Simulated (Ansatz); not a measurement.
Level of theory: PBE (plane waves to 420 eV, PAW; Ansatz, an electronic-structure program).

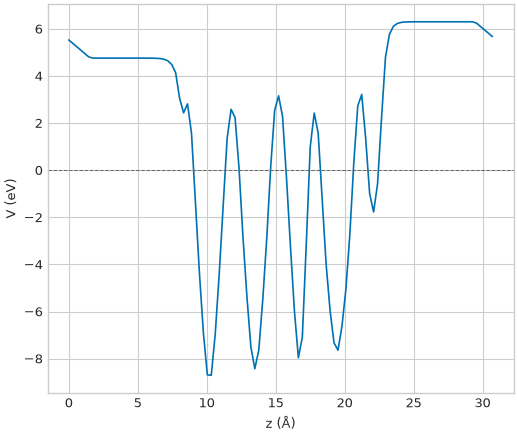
*Plane-averaged electrostatic potential energy along the normal, in eV from the Fermi level, for the (111) surface of germanium, B on one of 1 atoms of the third shell, Cl on every dangling bond (bottom of the slab: built like the top, H on every dangling bond, free)*

Slab: 10 atoms, 14.6 Å thick at the start with caps and adatoms; k 8x8x1, smearing 0.025 eV, dipole-corrected; 2 atoms held, the rest relaxed; held to the start's symmetry, so lower structures may exist; spin-polarised, no spin-orbit, no U. The slab shows no gap on its mesh. The starting moment vanished. In PBE it is, or lies within 0.01 eV a 1x1 cell of, the lowest of the 2 structures of its composition computed so far; subsurface sites and larger cells were not tried.

Problem. The surface cell has an area of 14.37 Å². What dipole along the normal does the step between the two vacuum levels imply?

Solution. the top vacuum level lies 1.54 eV above the bottom one; p = −ε₀ A ΔV (ε₀ = 0.005526 e/(V·Å)) gives -0.12 e·Å a cell.
